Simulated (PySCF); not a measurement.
Ionisation energy of Hg⁺ ([Xe] 4f¹⁴ 5d¹⁰ 6s → [Xe] 4f¹⁴ 5d¹⁰). PySCF, cc-pVDZ-PP with a 60-electron core potential, unrestricted single determinants, no spin-orbit coupling. Methods marked “valence” freeze 8 core electrons.

By method:

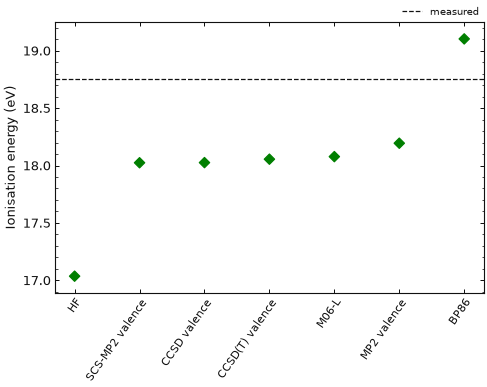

| Method | Ionisation energy (eV) |
| --- | --- |
| HF | 17.04 |
| BP86 | 19.10 |
| M06-L | 18.08 |
| MP2 valence | 18.19 |
| SCS-MP2 valence | 18.02 |
| CCSD valence | 18.03 |
| CCSD(T) valence | 18.06 |

The values run from 17.04 eV (HF) to 19.10 eV (BP86). The measured value is 18.76 eV; nearest to it come BP86 (+0.35) and MP2 valence (−0.56), furthest HF (−1.72 eV).
